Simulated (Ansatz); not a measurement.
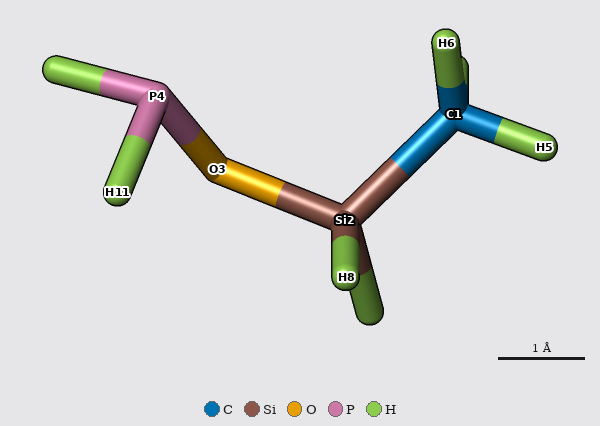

**Figure 1.** The starting structure (stick view, seen at a tilt; atoms are numbered from 1 in the order of the input). Bond lengths as drawn: C–H 1.11 to 1.13 Å, C–Si 1.79 Å, H–P 1.35 to 1.43 Å, H–Si 1.46 to 1.53 Å, O–P 1.64 Å and O–Si 1.64 Å.

**Run report: CH₇OPSi, geometry relaxation (part 1 of 3)**

CH₇OPSi, SMILES C[SiH2]OP, computed with RHF/def2-SVP (Ansatz 0.2.0).

The run did not end well. It belongs to a series of runs on one base structure; here: end point B relaxed.

The program's output
```
The last accepted step is kept in [file] (removed where the run ends without a failure and the disk answers)
Engine: ansatz 0.2.0, x86_64-unknown-linux-gnu
Functional definition: HF
  exchange = exact_x
  correlation = 0
1032 factors; integrals over basis functions are off by at most 5.9e-4 eV
mean field evaluation 1: about -20302.8436 eV, gradient 3.4e1 eV
mean field evaluation 2: about -20302.8777 eV, gradient 3.4e1 eV
mean field evaluation 4: about -20305.6993 eV, gradient 3.9e0 eV
mean field evaluation 8: about -20305.7489 eV, gradient 1.8e-4 eV
mean field -20305.74894392 eV, -746.2225099580 hartree, gradient 2.5e-5 eV, S^2 0.000000; 0 other end points of the search recorded, 0 dependent functions left out
the calculation of the forces begins
reference -20305.74894392 eV, -746.2225099580 hartree; 25, 25 occupied and 74, 74 virtual orbitals, 1032 factors
relax step   1: F+E_penalty+E_count = -20305.74894392 eV  Δ(F+E_penalty+E_count) = +0.000e0 eV  max|allowed force component| = 3.299e0 eV/Å  Δτ_max = 0.0000 Å  (32 SCF iters, accepted)
these checks for a lower state are left out or cut short: starts, cluster_reference, orbital_swaps, neighbouring_geometries, increment
1032 factors; integrals over basis functions are off by at most 6.2e-4 eV
mean field evaluation 16: about -20306.0670 eV, gradient 1.4e-3 eV
mean field -20306.06697566 eV, -746.2341974090 hartree, gradient 1.3e-5 eV, S^2 0.000000; 0 other end points of the search recorded, 0 dependent functions left out
[... from here on the field's lines of each further geometry are left out, up to the last ...]
relax step   2: F+E_penalty+E_count = -20306.06697566 eV  Δ(F+E_penalty+E_count) = -3.180e-1 eV  max|allowed force component| = 1.208e0 eV/Å  Δτ_max = 0.1521 Å  (32 SCF iters, accepted)
relax step   3: F+E_penalty+E_count = -20306.14894044 eV  Δ(F+E_penalty+E_count) = -8.196e-2 eV  max|allowed force component| = 3.142e-1 eV/Å  Δτ_max = 0.0905 Å  (32 SCF iters, accepted)
relax step   4: F+E_penalty+E_count = -20306.18591112 eV  Δ(F+E_penalty+E_count) = -3.697e-2 eV  max|allowed force component| = 2.257e-1 eV/Å  Δτ_max = 0.1718 Å  (30 SCF iters, accepted)
relax step   5: F+E_penalty+E_count = -20306.18941815 eV  Δ(F+E_penalty+E_count) = -3.507e-3 eV  max|allowed force component| = 2.717e-1 eV/Å  Δτ_max = 0.0854 Å  (32 SCF iters, accepted)
relax step   6: F+E_penalty+E_count = -20306.19562870 eV  Δ(F+E_penalty+E_count) = -6.211e-3 eV  max|allowed force component| = 3.359e-1 eV/Å  Δτ_max = 0.1855 Å  (31 SCF iters, accepted)
relax step   7: F+E_penalty+E_count = -20306.20007411 eV  Δ(F+E_penalty+E_count) = -4.445e-3 eV  max|allowed force component| = 1.424e-1 eV/Å  Δτ_max = 0.1045 Å  (31 SCF iters, accepted)
relax step   8: F+E_penalty+E_count = -20306.20203891 eV  Δ(F+E_penalty+E_count) = -1.965e-3 eV  max|allowed force component| = 1.577e-2 eV/Å  Δτ_max = 0.0421 Å  (32 SCF iters, accepted)
relax step   9: F+E_penalty+E_count = -20306.20241074 eV  Δ(F+E_penalty+E_count) = -3.718e-4 eV  max|allowed force component| = 9.184e-3 eV/Å  Δτ_max = 0.0319 Å  (32 SCF iters, accepted)
relax step  10: F+E_penalty+E_count = -20306.19992044 eV  Δ(F+E_penalty+E_count) = +2.490e-3 eV  max|allowed force component| = 3.151e-1 eV/Å  Δτ_max = 0.1495 Å  (31 SCF iters, rejected (line search))
relax step  11: F+E_penalty+E_count = -20306.20292263 eV  Δ(F+E_penalty+E_count) = -5.119e-4 eV  max|allowed force component| = 6.229e-2 eV/Å  Δτ_max = 0.0732 Å  (31 SCF iters, accepted)
relax step  12: F+E_penalty+E_count = -20306.20297239 eV  Δ(F+E_penalty+E_count) = -4.976e-5 eV  max|allowed force component| = 9.539e-2 eV/Å  Δτ_max = 0.0604 Å  (32 SCF iters, accepted)
relax step  13: F+E_penalty+E_count = -20306.20337323 eV  Δ(F+E_penalty+E_count) = -4.008e-4 eV  max|allowed force component| = 6.183e-2 eV/Å  Δτ_max = 0.0082 Å  (24 SCF iters, accepted)
relax step  14: F+E_penalty+E_count = -20306.20387457 eV  Δ(F+E_penalty+E_count) = -5.013e-4 eV  max|allowed force component| = 2.416e-2 eV/Å  Δτ_max = 0.0377 Å  (32 SCF iters, accepted)
relax step  15: F+E_penalty+E_count = -20306.20420373 eV  Δ(F+E_penalty+E_count) = -3.292e-4 eV  max|allowed force component| = 7.384e-2 eV/Å  Δτ_max = 0.0814 Å  (31 SCF iters, accepted)
relax step  16: F+E_penalty+E_count = -20306.20449914 eV  Δ(F+E_penalty+E_count) = -2.954e-4 eV  max|allowed force component| = 3.900e-2 eV/Å  Δτ_max = 0.0186 Å  (33 SCF iters, accepted)
relax step  17: F+E_penalty+E_count = -20306.20498889 eV  Δ(F+E_penalty+E_count) = -4.897e-4 eV  max|allowed force component| = 1.426e-2 eV/Å  Δτ_max = 0.0435 Å  (32 SCF iters, accepted)
relax step  18: F+E_penalty+E_count = -20306.19644977 eV  Δ(F+E_penalty+E_count) = +8.539e-3 eV  max|allowed force component| = 4.287e-1 eV/Å  Δτ_max = 0.1958 Å  (29 SCF iters, rejected (line search))
relax step  19: F+E_penalty+E_count = -20306.20546735 eV  Δ(F+E_penalty+E_count) = -4.785e-4 eV  max|allowed force component| = 3.616e-2 eV/Å  Δτ_max = 0.0433 Å  (32 SCF iters, accepted)
relax step  20: F+E_penalty+E_count = -20306.20594343 eV  Δ(F+E_penalty+E_count) = -4.761e-4 eV  max|allowed force component| = 1.127e-1 eV/Å  Δτ_max = 0.0976 Å  (31 SCF iters, accepted)
relax step  21: F+E_penalty+E_count = -20306.20642182 eV  Δ(F+E_penalty+E_count) = -4.784e-4 eV  max|allowed force component| = 4.264e-2 eV/Å  Δτ_max = 0.0048 Å  (24 SCF iters, accepted)
relax step  22: F+E_penalty+E_count = -20306.20692001 eV  Δ(F+E_penalty+E_count) = -4.982e-4 eV  max|allowed force component| = 1.213e-2 eV/Å  Δτ_max = 0.0406 Å  (33 SCF iters, accepted)
relax step  23: F+E_penalty+E_count = -20306.20129171 eV  Δ(F+E_penalty+E_count) = +5.628e-3 eV  max|allowed force component| = 3.560e-1 eV/Å  Δτ_max = 0.1992 Å  (29 SCF iters, rejected (line search))
relax step  24: F+E_penalty+E_count = -20306.20755730 eV  Δ(F+E_penalty+E_count) = -6.373e-4 eV  max|allowed force component| = 1.055e-1 eV/Å  Δτ_max = 0.0941 Å  (31 SCF iters, accepted)
relax step  25: F+E_penalty+E_count = -20306.20747149 eV  Δ(F+E_penalty+E_count) = +8.581e-5 eV  max|allowed force component| = 1.422e-1 eV/Å  Δτ_max = 0.0731 Å  (31 SCF iters, rejected (line search))
relax step  26: F+E_penalty+E_count = -20306.20823847 eV  Δ(F+E_penalty+E_count) = -6.812e-4 eV  max|allowed force component| = 2.551e-2 eV/Å  Δτ_max = 0.0328 Å  (33 SCF iters, accepted)
relax step  27: F+E_penalty+E_count = -20306.20875640 eV  Δ(F+E_penalty+E_count) = -5.179e-4 eV  max|allowed force component| = 4.228e-2 eV/Å  Δτ_max = 0.0488 Å  (32 SCF iters, accepted)
relax step  28: F+E_penalty+E_count = -20306.20923491 eV  Δ(F+E_penalty+E_count) = -4.785e-4 eV  max|allowed force component| = 8.606e-2 eV/Å  Δτ_max = 0.0732 Å  (32 SCF iters, accepted)
relax step  29: F+E_penalty+E_count = -20306.20959910 eV  Δ(F+E_penalty+E_count) = -3.642e-4 eV  max|allowed force component| = 6.501e-2 eV/Å  Δτ_max = 0.0140 Å  (34 SCF iters, accepted)
relax step  30: F+E_penalty+E_count = -20306.21066294 eV  Δ(F+E_penalty+E_count) = -1.064e-3 eV  max|allowed force component| = 4.780e-2 eV/Å  Δτ_max = 0.0692 Å  (32 SCF iters, accepted)
relax step  31: F+E_penalty+E_count = -20306.21099340 eV  Δ(F+E_penalty+E_count) = -3.305e-4 eV  max|allowed force component| = 1.282e-1 eV/Å  Δτ_max = 0.0864 Å  (31 SCF iters, accepted)
relax step  32: F+E_penalty+E_count = -20306.21158921 eV  Δ(F+E_penalty+E_count) = -5.958e-4 eV  max|allowed force component| = 6.087e-2 eV/Å  Δτ_max = 0.0061 Å  (24 SCF iters, accepted)
relax step  33: F+E_penalty+E_count = -20306.21260278 eV  Δ(F+E_penalty+E_count) = -1.014e-3 eV  max|allowed force component| = 2.393e-2 eV/Å  Δτ_max = 0.0479 Å  (32 SCF iters, accepted)
relax step  34: F+E_penalty+E_count = -20306.20621431 eV  Δ(F+E_penalty+E_count) = +6.388e-3 eV  max|allowed force component| = 5.374e-1 eV/Å  Δτ_max = 0.1908 Å  (30 SCF iters, rejected (line search))
relax step  35: F+E_penalty+E_count = -20306.21217217 eV  Δ(F+E_penalty+E_count) = +4.306e-4 eV  max|allowed force component| = 1.942e-1 eV/Å  Δτ_max = 0.0103 Å  (33 SCF iters, rejected (line search))
relax step  36: F+E_penalty+E_count = -20306.21268582 eV  Δ(F+E_penalty+E_count) = -8.304e-5 eV  max|allowed force component| = 1.981e-2 eV/Å  Δτ_max = 0.0051 Å  (24 SCF iters, accepted)
relax step  37: F+E_penalty+E_count = -20306.21339834 eV  Δ(F+E_penalty+E_count) = -7.125e-4 eV  max|allowed force component| = 1.524e-1 eV/Å  Δτ_max = 0.0975 Å  (31 SCF iters, accepted)
relax step  38: F+E_penalty+E_count = -20306.21421294 eV  Δ(F+E_penalty+E_count) = -8.146e-4 eV  max|allowed force component| = 7.042e-2 eV/Å  Δτ_max = 0.0175 Å  (34 SCF iters, accepted)
the calculation of the forces begins
reference -20306.21523562 eV, -746.2396458620 hartree; 25, 25 occupied and 74, 74 virtual orbitals, 1032 factors
relax step  39: F+E_penalty+E_count = -20306.21523562 eV  Δ(F+E_penalty+E_count) = -1.023e-3 eV  max|allowed force component| = 5.509e-2 eV/Å  Δτ_max = 0.0660 Å  (31 SCF iters, accepted)
these checks for a lower state are left out or cut short: starts, cluster_reference, orbital_swaps, neighbouring_geometries, increment
1032 factors; integrals over basis functions are off by at most 5.4e-4 eV
mean field -20306.20620787 eV, -746.2393140982 hartree, gradient 2.5e-5 eV, S^2 0.000000; 0 other end points of the search recorded, 0 dependent functions left out
the calculation of the forces begins
reference -20306.20620787 eV, -746.2393140982 hartree; 25, 25 occupied and 74, 74 virtual orbitals, 1032 factors
relax step  40: F+E_penalty+E_count = -20306.20620787 eV  Δ(F+E_penalty+E_count) = +9.028e-3 eV  max|allowed force component| = 6.223e-1 eV/Å  Δτ_max = 0.1962 Å  (30 SCF iters, rejected (line search))
```

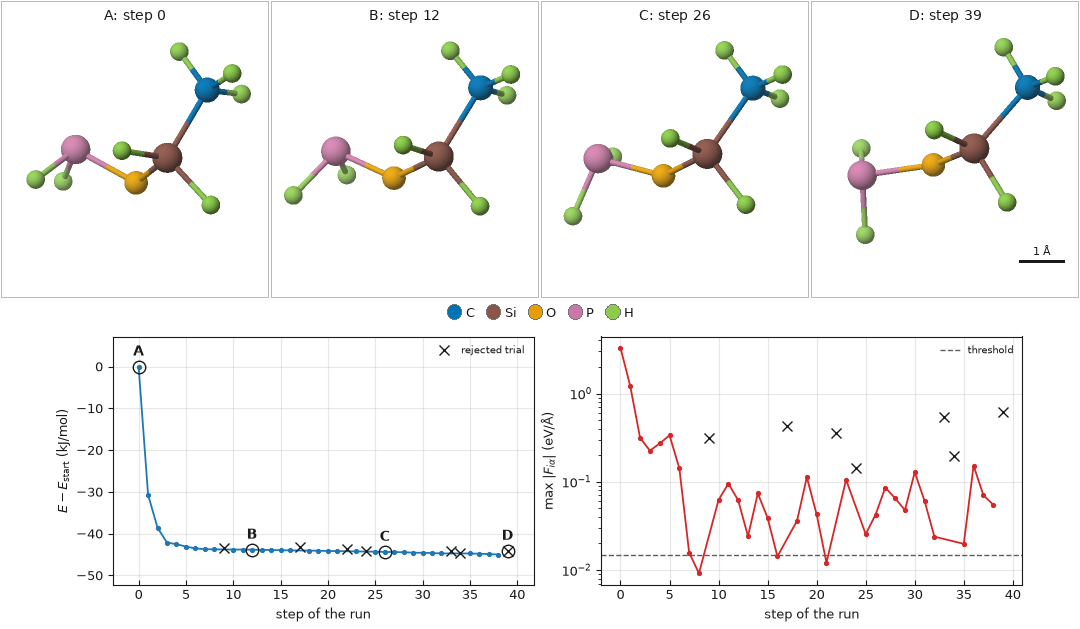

**Figure 2.** Frames of the relaxation (ball-and-stick view, seen at a tilt) above the curves, on which the letters mark them (the first geometry is step 0 here and step 1 in the log).

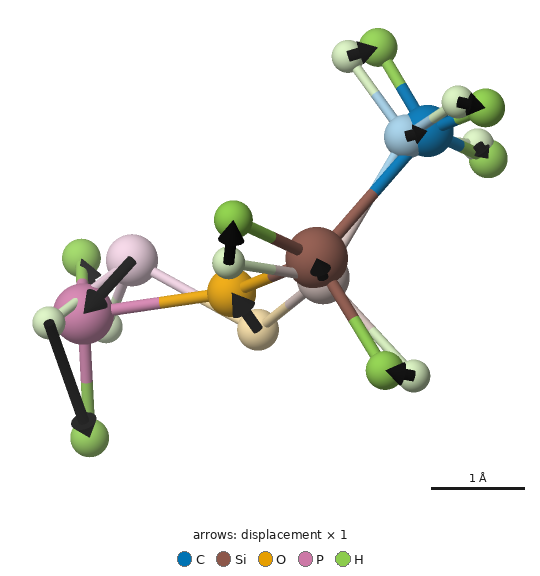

**Figure 3.** Start (faint) and end (solid) with the displacements as black arrows, at true length (ball-and-stick view, seen at a tilt). The two geometries are laid on each other by the best rigid fit. The relaxation stopped without meeting its thresholds, so the last structure isn't shown to be converged. Over 39 geometry steps the energy falls by 44.1 kJ/mol. The largest force component goes from 3.3 to 0.62 eV/Å. The line search rejected the trial steps at points 9, 17, 22, 24, 33, 34, 39 (counted from 0) and went back. The largest move after the best rigid fit is that of H11, 1.68 Å. Largest moves by element: H 1.68 Å, P 0.86 Å, O 0.53 Å, Si 0.27 Å, C 0.24 Å. Among the contacts that change: C1–Si2 1.788 → 1.875 Å, P4–H10 1.347 → 1.428 Å, Si2–H9 1.526 → 1.483 Å, C1–H6 1.127 → 1.094 Å. Among the angles that change: Si2–O3–P4 117.5° → 137.6°, H6–C1–H7 102.9° → 108.1°, Si2–C1–H5 115.0° → 110.6°. (Atoms are counted from 1 in the order of the input.)

```
Unfinished report: {"positions_ang":[[-1.4690934687380288,1.120627042952449,-0.12398406992574808],[-0.2693943488967075,-0.1565501801934126,0.5383416884194269],[-0.18277045070320877,-0.04605722958823636,2.187843929032827],[0.9198471062078143,0.33540892424040875,3.341480940326012],[-1.5558696422012877,1.0414099941701063,-1.2106928949153517],[-1.134972338903022,2.132799995572416,0.11663811947101041],[-2.462883905814488,0.9800316025311411,0.30689602026416213],[1.0844072308723856,0.05735657271776885,-0.03019302568476918],[-0.7236248971871542,-1.521336450185783,0.19135550664994655],[0.10626838093686079,1.1442717536936884,4.171533908456775],[0.7926463344268359,-0.8046720259105455,4.173029877905707]],"unchecked":["starts","cluster_reference","orbital_swaps","neighbouring_geometries","increment"],"mean_field":{"relativity":"none","state":{"energy":{"ev":-20306.215235620206,"hartree":-746.2396458620009},"converged":true,"gradient_ev":0.0000164760507086942,"stability":{"kind":"minimum","curvature_ev":36.31223071989449},"curvature_floor_ev":0.00030000000000000003,"spin_squared":-7.105427357601002e-15},"others":[],"fillings":{"estimated":0,"unestimated":0,"tried":0,"untried":0,"excluded_magnetic_sites":0},"n_dropped_functions":0,"n_trapped_functions":0,"passes":{"evaluations":4,"products":27},"factors":{"origin":"Cholesky decomposition","count":1032,"bound_ev":0.0005367320337329488},"gradient_stop_ev":0.00009,"reference_kind":"stationary","symmetry":{"irreps":["A"],"axes":[[0.9996048113319536,0.01891836838284108,-0.020792222097232624],[-0.019316329636170294,0.9996308003618508,-0.019108698995811003],[0.02042304020943843,0.01950277687040536,0.9996011910371789]],"occupied":[{"A":25},{"A":25}]},"held":{"pivots":1032,"left_out":0,"joined":0},"density_repulsion":{"missed_ev":0.000018165664489098687,"excess_ev":2.6465065332153725e-9,"most_excess_ev":0.000135,"are_drawn_again":false,"n_first_factors":1032,"energy_change_ev":0.0,"n_dropped_ends":0}},"factors":{"origin":"Cholesky decomposition","count":1032,"bound_ev":0.0005367320337329488},"n_frozen":0,"n_occupied":[25,25],"n_virtual":[74,74],"reference":{"ev":-20306.215235620206,"hartree":-746.2396458620009},"total":{"ev":-20306.215235620206,"hartree":-746.2396458620009},"forces_ev_per_angstrom":[[0.008072132315979391,-0.003711671104969656,0.01709619177092741],[-0.010569349537925758,0.0021959251037958582,-0.026792465762081837],[0.024805510881598474,0.018400440532368643,0.03335424576479293],[-0.05509328987563326,-0.032809392989317225,0.030593503221740214],[0.0017201518140037657,-0.0007962883810692356,-0.001467416525025779],[-0.003648078126806127,-0.008349365581280332,-0.004473276414785964],[0.001723275465213996,0.0003953823521411268,-0.0009890473856690133],[-0.0025959804275539817,0.000037858921185465916,-0.00015950527770626274],[0.005323109343711115,0.004948787671570279,0.0014094117328697251],[0.031614976254924924,-0.0330302611968187,-0.021261948566656964],[-0.0013524581054296396,0.05271858467205893,-0.02730969255737819]],"charge_distribution":{"dipole_moment_e_ang":[-0.06994246594844915,0.08660134279915739,-0.004436535723599383],"mulliken_charges_e":[-0.4052446832867238,1.01176641837095,-0.8441039947427136,0.537890930937861,0.06004509452431395,0.0619220070611568,0.06694160077518496,-0.17519761033810854,-0.17896879460660098,-0.06776050629229724,-0.0672904624030497],"lowdin_charges_e":[-0.13010215262158198,0.40372067608331896,-0.2733137305201492,0.41627790936120057,0.010666638822237728,0.0088867543735075,0.010729519434919843,-0.11887718993988305,-0.11879392690939583,-0.10468216947405562,-0.10451232861009796]},"orbitals_path":"[file]","n_threads":1,"memory_gib":1.7045454550534487,"seconds":{"hamiltonian":1.453303135,"orbitals":0.0,"second_order":0.0,"solver_start":0.0,"cycles":0.0,"cycle":0.0,"perturbative":0.0,"full_ci_increment":0.0,"forces":0.0}}
this run last wrote the structure of step 39 to [file]
Error: geometry relaxation did not converge after 40 steps: max|allowed force component| = 5.51e-2 eV/Å (threshold 1.5e-2). Raise `relax.max_steps` over both its present limit and 40, loosen `relax.f_tol`, or start from a geometry closer to equilibrium. Where this run's directory can be resumed (`checkpoint.write`), a resume goes on for up to `relax.max_steps` more
```

Trajectory as extended XYZ (Å, eV, eV/Å), 40 frames, from step=1 to step=40
```
11
Properties=species:S:1:pos:R:3:forces:R:3 step=1 energy=-20305.74894
C    -1.2365    1.1300   -0.0517   -1.7438   3.2995  -1.2490
Si   -0.4013   -0.2632    0.6953   -0.2778  -2.7499  -1.0529
O    -0.5872   -0.3215    2.3216   -0.2619   0.1342   0.3955
P     0.2938    0.7263    3.2214    1.2564   0.5369  -1.0170
H    -1.1994    1.1598   -1.1722    0.2185  -0.2604   0.9423
H    -0.8776    2.1404    0.2951   -0.0474  -1.0745  -0.2921
H    -2.3231    1.1551    0.1914    0.6182  -0.3101  -0.0489
H     1.0206   -0.2486    0.3786    0.5854   0.0534  -0.0292
H    -0.9880   -1.5466    0.1138    0.3212   0.6251   0.4034
H    -0.1053    0.3864    4.4621   -0.4673  -0.6305   1.5330
H     1.5086   -0.0348    3.2068   -0.2015   0.3763   0.4150
```
